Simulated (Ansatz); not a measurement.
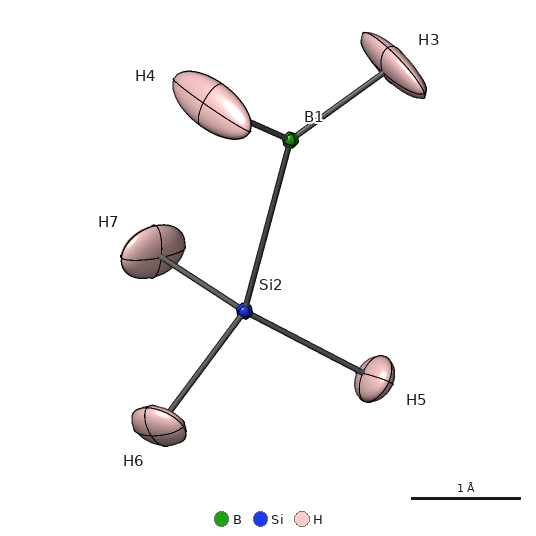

Displacement ellipsoids at the 50 % level, from the internal vibrations of the free molecule (harmonic, no overall translation or rotation; no half-axis is drawn under 0.075 Å). Vibrations computed with RKS PBE0-D4/def2-TZVP (Ansatz 0.2.0). Temperature: 100 K.

Question. Which atom moves most?

Answer. H3, H4, with U_eq = 0.0531 Å².

Question. Does H4 move more along its bond or across it?

Answer. Across it: the root-mean-square amplitude is 0.081 Å along the bond and up to 0.364 Å across, since bending and torsion are softer than stretching.

Give the displacement parameters, one line for each set of equivalent atoms.

```tsv
atom	U_eq (Å²)	rms amplitudes (Å)
B1	0.00086	0.022, 0.022, 0.040
Si2	0.00020	0.012, 0.012, 0.017
H3, H4	0.0529	0.080, 0.143, 0.363
H5, H6	0.0242	0.086, 0.147, 0.209
H7	0.0296	0.086, 0.172, 0.228
```
